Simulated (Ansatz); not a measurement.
**Geometry relaxation, with input and output: SiH$_{5}$SClO (part 1 of 2)**

The run: geometry relaxation of SiH$_{5}$SClO. Method and program: RKS PBE0/def2-SVP (Ansatz 0.2.0).

The input holds or restrains some coordinates. Forces given for the steps count only the free coordinates. It belongs to a series of runs on one base structure; here: pulled along the bonds that form and break, towards end A. Figures and captions count atoms from 1; the log counts them from 0 in places.

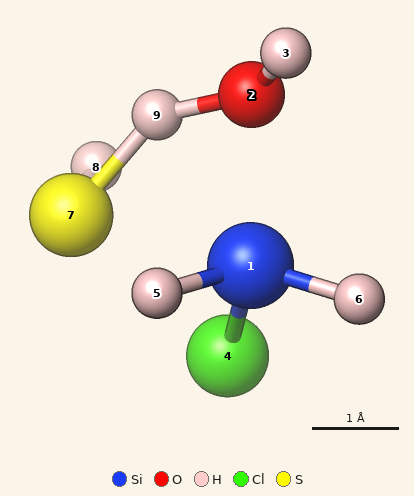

*The input geometry (ball-and-stick view, seen at a tilt; atoms are numbered from 1 in the order of the input).*

**Input**
```yaml
crystal:
  periodic: [false, false, false]
  atoms:
    - { symbol: Si, position_ang: [0.0, 0.0, 0.0] }
    - { symbol: O, position_ang: [0.0, 0.0, 2.03] }
    - { symbol: H, position_ang: [-0.9095, -0.2814, 2.3671] }
    - { symbol: Cl, position_ang: [2.0086, 0.0, -0.7093] }
    - { symbol: H, position_ang: [-0.6877, 1.1914, -0.4862] }
    - { symbol: H, position_ang: [-0.6877, -1.1914, -0.4862] }
    - { symbol: S, position_ang: [1.2901, 1.9456, 0.7757] }
    - { symbol: H, position_ang: [2.367, 1.5107, 1.5575] }
    - { symbol: H, position_ang: [0.6763, 1.0199, 1.8816] }
basis:
  gaussian: { orbitals: def2-SVP }
hamiltonian:
  xc: pbe0
relax:
  f_tol: 0.15
  max_steps: 25
  restrain:
    - { distance: [0, 6], at: 3.36, k: 30.0 }
    - { distance: [8, 1], at: 2.21, k: 30.0 }
    - { distance: [0, 1], at: 1.68, k: 30.0 }
    - { distance: [8, 6], at: 1.4, k: 30.0 }
output:
  orbitals: {}
```

Hardware: 2 threads of Arm Neoverse V2, 24 GiB of memory available, shared host.

Launched with:
```bash
ansatz run input.yaml --threads 2 --pin off --max-ram 3072MiB --backend cpu --events-out ev --progress --plain --runs-dir out
```

**What the program printed**
```
The last accepted step is kept in [file] (removed where the run ends without a failure and the disk answers)
Engine: ansatz 0.2.0, aarch64-unknown-linux-gnu
Functional definition: PBE0
  parameter a = 0.25
  parameter kappa = 0.804
  parameter beta = 0.06672455060314922
  exchange = (1 - a)*pbe_x(kappa = kappa, mu = beta*pi^2/3) + a*exact_x
  correlation = pbe_c(beta = beta)
937 factors; integrals over basis functions are off by at most 3.2e-4 eV
mean field evaluation 1: about -33334.6022 eV, gradient 4.1e1 eV
mean field evaluation 2: about -33328.2203 eV, gradient 7.1e1 eV
mean field evaluation 4: about -33337.7657 eV, gradient 2.6e0 eV
mean field evaluation 8: about -33337.7849 eV, gradient 1.5e-1 eV
mean field evaluation 16: about -33337.7850 eV, gradient 1.7e-5 eV
mean field -33337.78497649 eV, -1225.1410007237 hartree, gradient 1.7e-5 eV, S^2 0.000000; 0 other end points of the search recorded, 0 dependent functions left out
the calculation of the forces begins
reference -33337.78499962 eV, -1225.1410015737 hartree; 30, 30 occupied and 63, 63 virtual orbitals, 937 factors
relax step   1: F+E_penalty+E_count = -33337.78497649 eV  Δ(F+E_penalty+E_count) = +0.000e0 eV  max|allowed force component| = 4.040e0 eV/Å  E_restraint = 28.73481797 eV  max|allowed force component, restraints' pulls added| = 2.850e1 eV/Å  Δτ_max = 0.0000 Å  (26 SCF iters, accepted)
  distance Si 0 - S 6 = 2.4600 Å
  distance H 8 - O 1 = 1.2327 Å
  distance Si 0 - O 1 = 2.0300 Å
  distance H 8 - S 6 = 1.5674 Å
these checks for a lower state are left out or cut short: starts, cluster_reference, orbital_swaps, neighbouring_geometries, increment
937 factors; integrals over basis functions are off by at most 4.1e-4 eV
mean field -33338.92269565 eV, -1225.1828111317 hartree, gradient 1.7e-5 eV, S^2 0.000000; 0 other end points of the search recorded, 0 dependent functions left out
[... from here on the field's lines of each further geometry are left out, up to the last ...]
relax step   2: F+E_penalty+E_count = -33338.92269565 eV  Δ(F+E_penalty+E_count) = -1.138e0 eV  max|allowed force component| = 3.367e0 eV/Å  E_restraint = 14.07528302 eV  max|allowed force component, restraints' pulls added| = 2.090e1 eV/Å  Δτ_max = 0.1949 Å  (31 SCF iters, accepted)
relax step   3: F+E_penalty+E_count = -33339.64141207 eV  Δ(F+E_penalty+E_count) = -7.187e-1 eV  max|allowed force component| = 4.151e0 eV/Å  E_restraint = 4.06016436 eV  max|allowed force component, restraints' pulls added| = 1.026e1 eV/Å  Δτ_max = 0.1947 Å  (30 SCF iters, accepted)
relax step   4: F+E_penalty+E_count = -33340.46118950 eV  Δ(F+E_penalty+E_count) = -8.198e-1 eV  max|allowed force component| = 2.848e0 eV/Å  E_restraint = 0.30821293 eV  max|allowed force component, restraints' pulls added| = 3.437e0 eV/Å  Δτ_max = 0.1949 Å  (27 SCF iters, accepted)
relax step   5: F+E_penalty+E_count = -33341.19563678 eV  Δ(F+E_penalty+E_count) = -7.344e-1 eV  max|allowed force component| = 9.147e-1 eV/Å  E_restraint = 0.00963352 eV  max|allowed force component, restraints' pulls added| = 9.135e-1 eV/Å  Δτ_max = 0.1987 Å  (27 SCF iters, accepted)
relax step   6: F+E_penalty+E_count = -33341.31758900 eV  Δ(F+E_penalty+E_count) = -1.220e-1 eV  max|allowed force component| = 6.443e-1 eV/Å  E_restraint = 0.01253014 eV  max|allowed force component, restraints' pulls added| = 6.911e-1 eV/Å  Δτ_max = 0.1995 Å  (27 SCF iters, accepted)
relax step   7: F+E_penalty+E_count = -33341.25416623 eV  Δ(F+E_penalty+E_count) = +6.342e-2 eV  max|allowed force component| = 1.666e0 eV/Å  E_restraint = 0.00864618 eV  max|allowed force component, restraints' pulls added| = 1.531e0 eV/Å  Δτ_max = 0.1993 Å  (26 SCF iters, rejected (line search))
relax step   8: F+E_penalty+E_count = -33341.35508671 eV  Δ(F+E_penalty+E_count) = -3.750e-2 eV  max|allowed force component| = 5.751e-1 eV/Å  E_restraint = 0.00795566 eV  max|allowed force component, restraints' pulls added| = 3.180e-1 eV/Å  Δτ_max = 0.0962 Å  (24 SCF iters, accepted)
relax step   9: F+E_penalty+E_count = -33341.37011915 eV  Δ(F+E_penalty+E_count) = -1.503e-2 eV  max|allowed force component| = 6.103e-1 eV/Å  E_restraint = 0.00701095 eV  max|allowed force component, restraints' pulls added| = 3.458e-1 eV/Å  Δτ_max = 0.1000 Å  (24 SCF iters, accepted)
relax step  10: F+E_penalty+E_count = -33341.39645824 eV  Δ(F+E_penalty+E_count) = -2.634e-2 eV  max|allowed force component| = 5.574e-1 eV/Å  E_restraint = 0.00977363 eV  max|allowed force component, restraints' pulls added| = 1.126e-1 eV/Å  Δτ_max = 0.1500 Å  (26 SCF iters, accepted)
relax step  11: F+E_penalty+E_count = -33341.35515978 eV  Δ(F+E_penalty+E_count) = +4.130e-2 eV  max|allowed force component| = 1.881e0 eV/Å  E_restraint = 0.01094086 eV  max|allowed force component, restraints' pulls added| = 1.881e0 eV/Å  Δτ_max = 0.1960 Å  (26 SCF iters, rejected (line search))
relax step  12: F+E_penalty+E_count = -33341.40978283 eV  Δ(F+E_penalty+E_count) = -1.332e-2 eV  max|allowed force component| = 5.492e-1 eV/Å  E_restraint = 0.01008905 eV  max|allowed force component, restraints' pulls added| = 5.788e-1 eV/Å  Δτ_max = 0.0960 Å  (26 SCF iters, accepted)
relax step  13: F+E_penalty+E_count = -33341.42997816 eV  Δ(F+E_penalty+E_count) = -2.020e-2 eV  max|allowed force component| = 5.421e-1 eV/Å  E_restraint = 0.00951990 eV  max|allowed force component, restraints' pulls added| = 3.181e-1 eV/Å  Δτ_max = 0.1000 Å  (27 SCF iters, accepted)
relax step  14: F+E_penalty+E_count = -33341.45115467 eV  Δ(F+E_penalty+E_count) = -2.118e-2 eV  max|allowed force component| = 5.601e-1 eV/Å  E_restraint = 0.00884819 eV  max|allowed force component, restraints' pulls added| = 2.775e-1 eV/Å  Δτ_max = 0.1500 Å  (26 SCF iters, accepted)
relax step  15: F+E_penalty+E_count = -33341.46242886 eV  Δ(F+E_penalty+E_count) = -1.127e-2 eV  max|allowed force component| = 4.821e-1 eV/Å  E_restraint = 0.01019863 eV  max|allowed force component, restraints' pulls added| = 2.530e-1 eV/Å  Δτ_max = 0.2000 Å  (27 SCF iters, accepted)
relax step  16: F+E_penalty+E_count = -33341.46833311 eV  Δ(F+E_penalty+E_count) = -5.904e-3 eV  max|allowed force component| = 4.866e-1 eV/Å  E_restraint = 0.01019085 eV  max|allowed force component, restraints' pulls added| = 1.833e-1 eV/Å  Δτ_max = 0.0316 Å  (23 SCF iters, accepted)
relax step  17: F+E_penalty+E_count = -33341.42858585 eV  Δ(F+E_penalty+E_count) = +3.975e-2 eV  max|allowed force component| = 9.634e-1 eV/Å  E_restraint = 0.00622452 eV  max|allowed force component, restraints' pulls added| = 9.331e-1 eV/Å  Δτ_max = 0.1934 Å  (27 SCF iters, rejected (line search))
the calculation of the forces begins
reference -33341.47843019 eV, -1225.2767326438 hartree; 30, 30 occupied and 63, 63 virtual orbitals, 937 factors
relax step  18: F+E_penalty+E_count = -33341.47840658 eV  Δ(F+E_penalty+E_count) = -1.007e-2 eV  max|allowed force component| = 5.476e-1 eV/Å  E_restraint = 0.00998179 eV  max|allowed force component, restraints' pulls added| = 8.215e-2 eV/Å  Δτ_max = 0.0967 Å  (24 SCF iters, accepted)
  distance Si 0 - S 6 = 3.3701 Å
  distance H 8 - O 1 = 2.2100 Å
  distance Si 0 - O 1 = 1.6733 Å
  distance H 8 - S 6 = 1.3773 Å
937 factors; integrals over basis functions are off by at most 5.1e-4 eV
mean field evaluation 128: about -33341.4782 eV, gradient 2.2e-2 eV
```

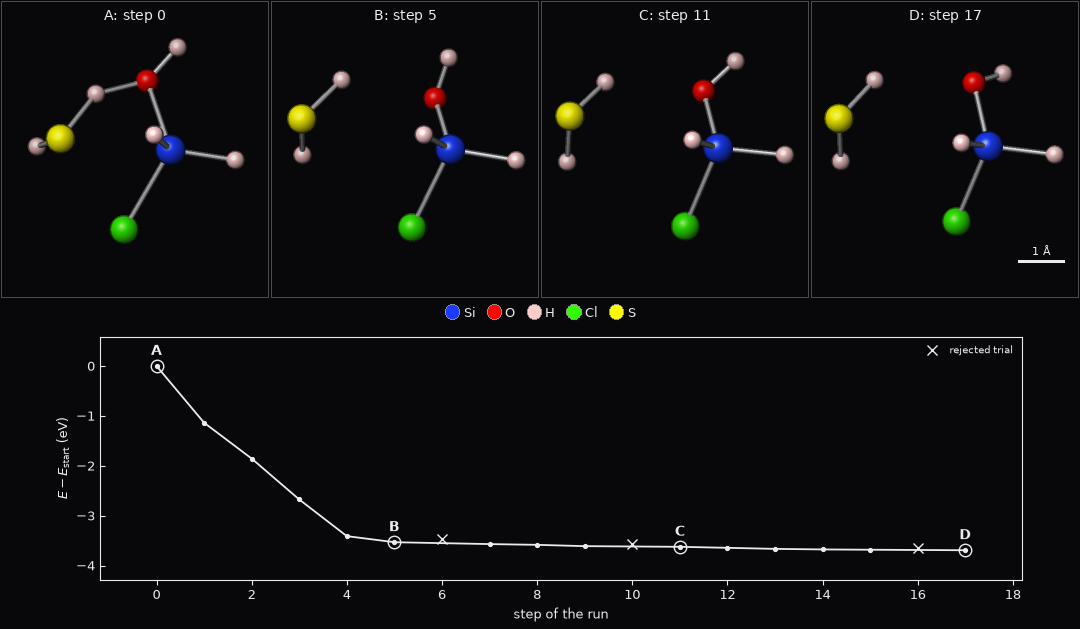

*Frames of the restrained relaxation (ball-and-stick view, seen at a tilt) above the curves, on which the letters mark them (the first geometry is step 0 here and step 1 in the log).*

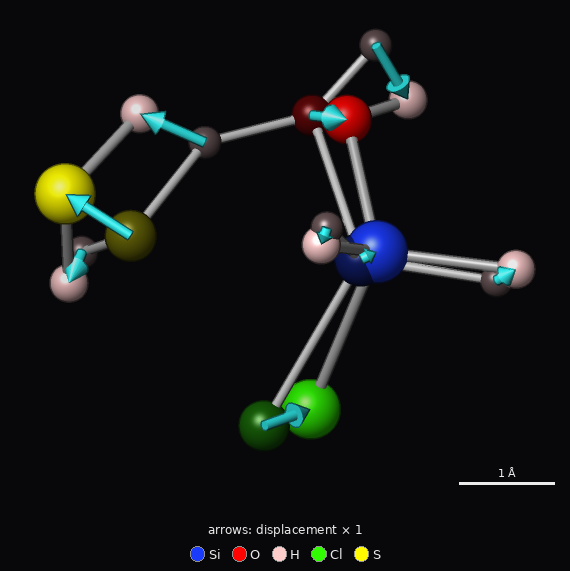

*Start (faint) and end (solid) with the displacements as teal arrows, at true length (ball-and-stick view, seen at a tilt). The two geometries are laid on each other by the best rigid fit.*

The atom that moves furthest after the best rigid fit is S7 (0.83 Å). Largest moves by element: S 0.83 Å, H 0.78 Å, Cl 0.67 Å, O 0.52 Å, Si 0.19 Å. Among the contacts that change: O2–H9 1.233 → 2.210 Å, Si1–O2 2.030 → 1.673 Å, S7–H9 1.567 → 1.377 Å, Si1–Cl4 2.130 → 2.073 Å. Among the angles that change: H8–S7–H9 74.0° → 92.1°, Si1–O2–H3 109.5° → 114.6°, Cl4–Si1–H6 109.5° → 104.8°. The energy falls by 3.693 eV in 17 geometry steps. The largest force component goes from 4 to 0.55 eV/Å. The line search rejected the trial steps at points 6, 10, 16 (counted from 0) and went back. (Atoms are counted from 1 in the order of the input.)

```
mean field -33341.47840658 eV, -1225.2767317761 hartree, gradient 6.1e-5 eV, S^2 0.000000; 1 other end points of the search recorded, 0 dependent functions left out
the calculation of the forces begins
reference -33341.47843019 eV, -1225.2767326438 hartree; 30, 30 occupied and 63, 63 virtual orbitals, 937 factors
Total energy: -33341.47843019 eV, -1225.2767326438 hartree
Atom 0 at    -0.150626    -0.111624     0.025577 Å, force    -0.171139    -0.180838     0.089209 eV/Å
Atom 1 at    -0.392718    -0.052940     1.680217 Å, force     0.024890     0.012292    -0.281098 eV/Å
Atom 2 at    -0.575547    -0.904854     2.087970 Å, force    -0.000302    -0.044532     0.038953 eV/Å
Atom 3 at     1.807023    -0.609865    -0.439676 Å, force     0.016386    -0.046679    -0.009933 eV/Å
Atom 4 at    -0.510972     1.177278    -0.591814 Å, force    -0.004221     0.016858     0.018171 eV/Å
Atom 5 at    -0.970465    -1.229253    -0.526911 Å, force     0.003986    -0.005260     0.026463 eV/Å
Atom 6 at     1.483149     2.539208     1.314655 Å, force    -0.142286    -0.199701     0.547579 eV/Å
Atom 7 at     2.520857     1.686034     1.177572 Å, force    -0.033577     0.034710     0.004558 eV/Å
Atom 8 at     0.846398     1.700815     2.202611 Å, force     0.306263     0.413150    -0.433901 eV/Å
Dipole moment:    -0.248474    -0.401861     0.196742 e Å
```
